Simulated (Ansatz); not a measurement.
# Tl2Se (model cell, started as antifluorite): a soft mode frozen in, part 3 of 3

Aim: this structure of Tl2Se (model cell, started as antifluorite) is to be tested for unstable modes, and one is followed downhill.

Ansatz 0.2.0; DFT PBE, scalar-relativistic, plane waves, PAW.

So far. Step 5 (Energy along the mode, all amplitudes (two of the runs …): The lowest of the steps tried is at 0.32 Å, 3.63 meV/atom below the parent; the bottom of the well need not coincide with a step. Step 7 (The new phase in its own primitive cell): The largest force component left is 0.57 meV/Å and the pressure is 0.000 GPa, within the tolerances set. The cell now holds 37.31 Å³/atom. The relaxed cell has a, b, c = 4.296, 7.560, 6.892 Å (conventional setting).

The structure was built from a prototype and need not be the compound's stable phase.

### 8. Modes of the new phase, k-mesh 8×4×6, occupations fixed

A relaxed structure may still be a saddle point, so its zone-centre modes are computed. The response to a homogeneous field gives the Born charges and the dielectric tensor.

input.yaml reads:

```yaml
crystal:
  lattice:
    - [4.2964472022, 0.0, 0.0]
    - [0.0, 7.5599555191, 0.0]
    - [0.0, 0.0, 6.8920736867]
  atoms:
    - { symbol: Se, position: [0.5, 0.5, 0.099560087] }
    - { symbol: Se, position: [0.0, 0.0, 0.900439913] }
    - { symbol: Tl, position: [0.5, 0.2529122207, 0.7405862306] }
    - { symbol: Tl, position: [0.0, 0.7529122207, 0.2594137694] }
    - { symbol: Tl, position: [0.5, 0.7470877793, 0.7405862306] }
    - { symbol: Tl, position: [0.0, 0.2470877793, 0.2594137694] }
kpoints:
  mp_grid: { grid: [8, 4, 6] }
hamiltonian:
  xc: pbe
scf:
  occupations: { method: fixed }
output:
  eigenvalues: true
phonons:
  method: dfpt
  dielectric: true
  rigid_motions: translations
```

Launch:

```bash
ansatz run input.yaml --threads 4 --pin off --max-ram 7168MiB --backend cpu --events-out ev --progress --plain --runs-dir out
```

Numbers of over 12 decimals in the logs are rounded to 6 here.

What it wrote:

```text
[...]
Crystal: 6 atoms, lattice volume = 223.861 Å³
Basis set: ecut = 420 eV, 4397 PW (Γ), exchange–correlation on 60×108×96 points (8 copies of the dense FFT grid, shifted against one another)
Bands: 51, of which v1, the nominal top of the filled ones, is band 42 counted from 1 (41 counted from 0)
Symmetry: 8 space group operations
k-points: 100 of 192 (irreducible under 1 space group operation, time reversal used)
[...]
SCF iter   1: F=—  HF=-56716.869415 eV  |F-HF|=—  |Δ(HF+E_count)|=         —  Δρ=1.54e-3  dr2=6.07e-3  ethr=1.77e-3  ⟨swp⟩=4.7  Hψ=17313  notcnv=0  defer=678
[...]
SCF iter  10: F=-56716.868815 eV  HF=-56716.868815 eV  |F-HF|=0.00e0  |Δ(HF+E_count)|=  1.60e-10  Δρ=6.39e-8  dr2=1.37e-11  ethr=1.00e-12  ⟨swp⟩=11.8  Hψ=27920  notcnv=0
SCF 1 converged in 10 iterations: F = -56716.868815 eV  dr2 = 1.37e-11
[...]
NSCF: frozen V_eff on 13 k-points
[...]
── the response to a field inside a basis, on 12×6×8 k-points: an SCF that follows is theirs, and a resumed run solves both again ──
Bands: 43, of which v1, the nominal top of the filled ones, is band 42 counted from 1 (41 counted from 0)
k-points: 72 of 576
[...]
Eigensolver: Dense (72 Hₖ)
SCF iter   1: F=—  HF=-56716.752016 eV  |F-HF|=—  |Δ(HF+E_count)|=         —  Δρ=1.86e-4  dr2=2.88e-5  ethr=1.00e-1
[...]
SCF iter   4: F=-56716.752044 eV  HF=-56716.752044 eV  |F-HF|=3.60e-8  |Δ(HF+E_count)|=   5.33e-7  Δρ=3.44e-6  dr2=3.12e-8  ethr=6.29e-10
SCF 1 converged in 4 iterations: F = -56716.752044 eV  dr2 = 3.12e-8
[...]
WARN: field response: ε∞ stands inside a basis, on 12×6×8 points; the force constants stand on the 8×4×6 k-mesh, whose period is 10.01 times the interband length at k = (0.0000, 0.2500, 0.0000), direct gap 1.250 eV, under 14: take them and everything formed from them as unconverged, and compare with a denser kpoints.mp_grid
SCF converged after 10 iterations
Free energy (F): -56716.868815 eV
[...]
Internal energy: -56716.868815 eV  (E = F + TS)
E sigma→0 (E₀):  -56716.868815 eV
Fermi energy:    5.962498 eV
[...]
--- Band table (eV; the first three rows and the last of 100) ---
  k-point 0: bands = [... 38 lower, 4.4264, 4.8880, 4.9046, 5.5315, 6.2950, 6.7926, 9.4478, 9.4541, ... 5 higher]
  k-point 1: bands = [... 38 lower, 4.6846, 4.8952, 4.9817, 5.5759, 6.2324, 6.9981, 9.2007, 9.3324, ... 5 higher]
  k-point 2: bands = [... 38 lower, 4.8236, 4.8742, 5.3717, 5.5644, 6.6590, 7.2782, 8.4948, 9.0276, ... 5 higher]
  k-point 99: bands = [... 38 lower, 4.5965, 4.5965, 4.6071, 4.6071, 6.8884, 6.8884, 8.5895, 8.5895, ... 5 higher]
--- Phonons (Γ-DFPT): 6 representative perturbations + reference, on 100 of 192 k-points (Σ response iterations 18) ---
  k mesh reduced under 1 symmetry operation, with k and −k counted as one. Each operation leaves every solved perturbation unchanged. A smaller set is not considered because the run solves the response to a homogeneous field
  ASR residual: 1.882e-4 → 0.000e0 eV/Å²; symmetrization residual: 2.909e-5 eV/Å²
  ASR residual per site (eV/Å²): 1.88e-4 1.88e-4 7.12e-5 7.12e-5 7.12e-5 7.12e-5
  Γ frequencies (cm⁻¹): 0.00 0.00 0.00 26.91 29.40 33.17 34.27 37.58 40.27 44.95 66.07 69.94 87.56 88.02 88.20 91.91 111.85 133.52
  ε∞ (high-frequency dielectric tensor):
        8.607703     0.000000     0.000000
        0.000000    10.715864     0.000000
        0.000000     0.000000     9.579350
  ε⁰ (static dielectric tensor: ions relaxed, cell fixed):
       16.368452     0.000000    -0.000000
        0.000000    24.877829    -0.000000
       -0.000000    -0.000000    12.484227
  ε⁰ − ε∞ (ionic part):
        7.760749     0.000000    -0.000000
        0.000000    14.161965    -0.000000
       -0.000000    -0.000000     2.904877
  softest optical mode at Γ: 26.91 cm⁻¹; the repairs (sum rule, projections) moved no ω² at Γ by more than (1.58 cm⁻¹)²
  Born effective charges Z* (e; rows j = field, columns β = displacement):
    site 0:
        -3.01466    0.00000    0.00000
         0.00000   -3.74661    0.00000
         0.00000    0.00000   -2.33211
    site 1:
        -3.01466    0.00000    0.00000
         0.00000   -3.74661    0.00000
         0.00000    0.00000   -2.33211
    site 2:
         1.50733    0.00000    0.00000
         0.00000    1.87330    0.07302
         0.00000    0.00224    1.16606
    site 3:
         1.50733    0.00000    0.00000
         0.00000    1.87330   -0.07302
         0.00000   -0.00224    1.16606
    site 4:
         1.50733   -0.00000    0.00000
        -0.00000    1.87330   -0.07302
         0.00000   -0.00224    1.16606
    site 5:
         1.50733    0.00000    0.00000
        -0.00000    1.87330    0.07302
         0.00000    0.00224    1.16606
  Z* charge neutrality: 2.319e-2 e pre-enforcement
  solved inside a basis spanned on kpoints, on 12×6×8 k-points, its susceptibility summed on 16×8×10: ε∞ is read to err by 6.0e-2, Z* by 2.9e-2 e (field_mesh: kpoints solves on kpoints); Z* is corrected for what the basis lacks
  optical modes at Γ without the LO–TO term, one row a degenerate level:
      ω (cm⁻¹)  modes    IR ((D/Å)²/amu)
         26.91      1             0.0000
         29.40      1             0.0000
         33.17      1             0.0000
         34.27      1             0.0000
         37.58      1             0.3852
         40.27      1             0.0000
         44.95      1             0.0000
         66.07      1             0.0000
         69.94      1             0.0145
         87.56      1             0.0000
         88.02      1             9.4034
         88.20      1             6.3360
         91.91      1             0.0000
[...]
optical modes at Γ + LO–TO along q̂ = [1.0000, 0.0000, 0.0000]:
      ω (cm⁻¹)  modes    IR ((D/Å)²/amu)
[...]
optical modes at Γ + LO–TO along q̂ = [0.0000, 1.0000, 0.0000]:
      ω (cm⁻¹)  modes    IR ((D/Å)²/amu)
[...]
optical modes at Γ + LO–TO along q̂ = [0.0000, 0.0000, 1.0000]:
      ω (cm⁻¹)  modes    IR ((D/Å)²/amu)
[...]
34.27      1             0.0000
         37.58      1             0.3852
         40.27      1             0.0000
         44.95      1             0.0000
         66.07      1             0.0000
         70.01      1             0.0065
         87.56      1             0.0000
         88.02      1             9.4034
         88.20      1             6.3360
         91.91      1             0.0000
        127.56      1             3.7852
        133.52      1             0.0000
```

Wall time 6.4 min (4 threads of Arm Neoverse V2, shared host); peak memory 4.4 GiB; 25 min of CPU time.

Numbers from this step:

* sum-rule residual before enforcement: 1.88e-4 eV/Å²
* miss of the charge sum rule: 0.02319 e
* estimated error of the dielectric tensor: 0.05972
* estimated error of the Born charges: 0.02877 e
* point group: mmm
* highest optical mode at the zone centre (no LO-TO term): 133.5 cm⁻¹
* lowest optical zone-centre mode: 26.91 cm⁻¹
* mean high-frequency dielectric constant: 9.634
* largest Born charge (third of the trace): -3.031 e
* mean static dielectric constant: 17.91
* top of the zone-centre spectrum with the field: 133.5 cm⁻¹

Without the LO-TO term. Patterns of degenerate modes are one choice out of their space. The modes at Γ (shares of kinetic energy by element, %):

```tsv
mode	frequency (cm⁻¹)	symmetry	Se %	Tl %
1	0.0	acoustic	16	84
2	0.0	acoustic	16	84
3	0.0	acoustic	16	84
4	26.9	B2g	14	86
5	29.4	B3g	4	96
6	33.2	Au	0	100
7	34.3	Ag	28	72
8	37.6	B2u	3	97
9	40.3	B1g	0	100
10	45.0	B3g	7	93
11	66.1	Ag	3	97
12	69.9	B1u	0	100
13	87.6	B2g	86	14
14	88.0	B2u	81	19
15	88.2	B3u	84	16
16	91.9	Ag	69	31
17	111.8	B1u	83	17
18	133.5	B3g	89	11
```

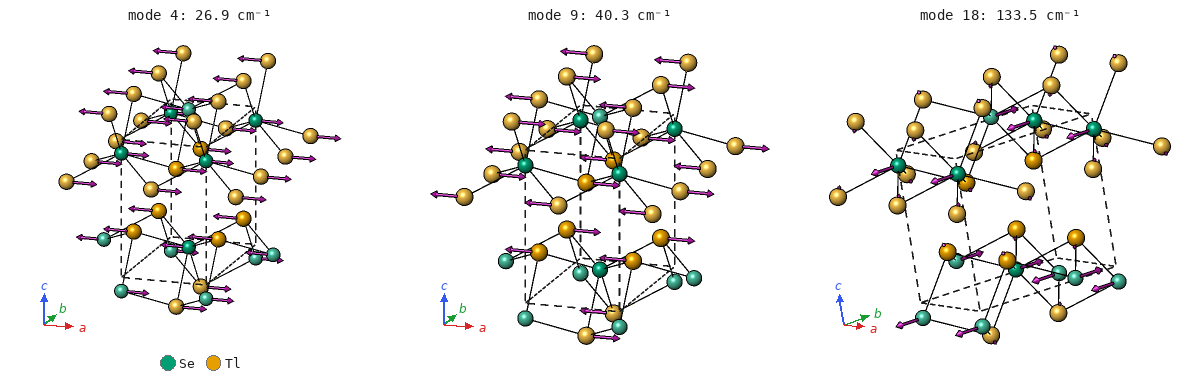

Displacement patterns of modes 4, 9 and 18 at Γ; arrows are exaggerated. Some periodic images of atoms are drawn too.

Optical modes at the zone centre, without and with the macroscopic field of the longitudinal modes; each column is sorted by frequency, so a row need not hold one and the same mode. Modes with and without the field, by row:

```tsv
rank among optical modes	no field (cm⁻¹)	q along (1, 0, 0) (cm⁻¹)	q along (0, 1, 0) (cm⁻¹)	q along (0, 0, 1) (cm⁻¹)
1	26.9	26.9	26.9	26.9
2	29.4	29.4	29.4	29.4
3	33.2	33.2	33.2	33.2
4	34.3	34.3	34.3	34.3
5	37.6	37.6	39.5	37.6
6	40.3	40.3	40.3	40.3
7	45	45	45	45
8	66.1	66.1	66.1	66.1
9	69.9	69.9	69.9	70
10	87.6	87.6	87.6	87.6
11	88	88	88.2	88
12	88.2	91.9	91.9	88.2
13	91.9	111.8	111.8	91.9
14	111.8	121.6	127.7	127.6
15	133.5	133.5	133.5	133.5
```

Born charge (rows field, columns displacement) (e), principal values of the symmetric part by kind of site:

```tsv
atom	atoms with these values	low	middle	high	mean
Se1	2	-3.75	-3.01	-2.33	-3.03
Tl3	4	1.16	1.51	1.88	1.52
```

In full for Tl3:

```
1.51 0.00 0.00
0.00 1.87 0.07
0.00 0.00 1.17
```

High-frequency dielectric tensor:

```
 8.61  0.00  0.00
 0.00 10.72  0.00
 0.00  0.00  9.58
```

Static dielectric tensor (ions relaxed, fixed cell):

```
16.37  0.00  0.00
 0.00 24.88  0.00
 0.00  0.00 12.48
```

Transverse modes. Infrared lines, with heights relative to the strongest:

```tsv
position (cm⁻¹)	lines merged	relative intensity
27	1	0.0
29	1	0.0
33	1	0.0
34	1	0.0
38	1	2.4
40	1	0.0
45	1	0.0
66	1	0.0
70	1	0.1
88	3	100
92	1	0.0
112	1	24
134	1	0.0
```

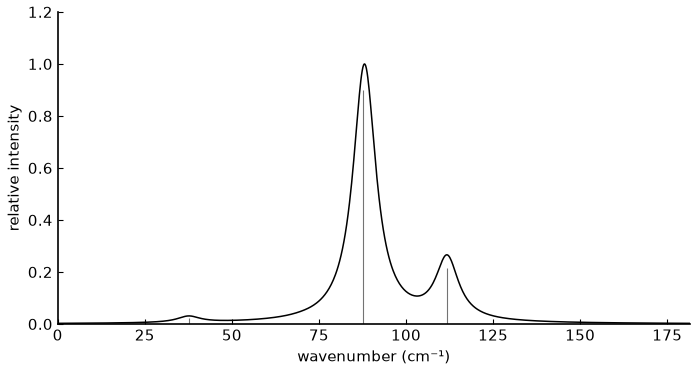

The infrared spectrum, broadened with Lorentzians of width 8 cm⁻¹; bars mark the lines.

Before it was imposed, the acoustic sum rule was missed by 1.9e-4 eV/Å² and the charge sum rule by 0.023 e. Small misses are needed for a sound result but don't prove that mesh and cutoff are converged. The lowest optical mode is real, 26.9 cm⁻¹.

The log warns of the k mesh: “the force constants stand on the 8×4×6 k-mesh, whose period is 10.01 times the interband length at k = (0.0000, 0.2500, 0.0000), direct gap 1.250 eV, under 14: take them and everything formed from them as unconverged”.

### 9. Results

```
unstable mode of the parent                                                      : q = (0, -0.5, -0.5), 36i cm⁻¹
depth at the lowest point sampled                                                : 3.63 meV/atom
largest atomic shift at that point                                               : 0.32 Å
space group reached                                                              : Pmmn
energy gained over the parent (first relaxation, on the mesh of the frozen mode) : 42.9 meV/atom
volume per atom, phase reached                                                   : 37.3 Å³
gap on the k-mesh, phase reached                                                 : 0.270 eV
lowest optical zone-centre mode, phase reached                                   : 26.9 cm⁻¹
highest optical mode at the zone centre (no LO-TO term), phase reached           : 134 cm⁻¹
```

**Reading.** Along this mode the structure falls into Pmmn, 42.9 meV/atom below the parent. At the parent's cell the well is 3.635 meV/atom deep on the steps tried, with its lowest point at a shift of 0.32 Å. Relaxing atoms and cell changes the gain by +39.23 meV/atom against the lowest step (energies at zero smearing). Most of the total comes from this relaxation. The new phase has no imaginary mode at the zone centre of its cell; other wavevectors were not checked. Of the 3 patterns followed to their end from this parent, this one reaches the lowest energy. Differences under 1.0 meV/atom are within the error of comparing unlike cells and meshes, so the order among close phases is not settled. Each path keeps the symmetry of its pattern, so a lower phase may lie along a pattern not tried. With the field response the log warns that the k mesh is coarse for the force constants too, so the frequencies are to be taken as unconverged. Where the field response was not run the interpolation lacks the dipole term, so the LO-TO splitting is missing from branches, density of states and sums. Spin-orbit coupling is left out, which can matter for the heavy elements here. The starting cell was built on a prototype and not taken from a measurement, so the phase need not exist.

[Logs are printed without paths, hosts, clocks, repeated set-up lines and the standing remarks that a program may print on its own settings, such as how far it seeks lower states.]

[Hosts, paths, dates, database ids (printed as entryN), source tags and the programs' standing remarks are cut or masked in the printed files.]
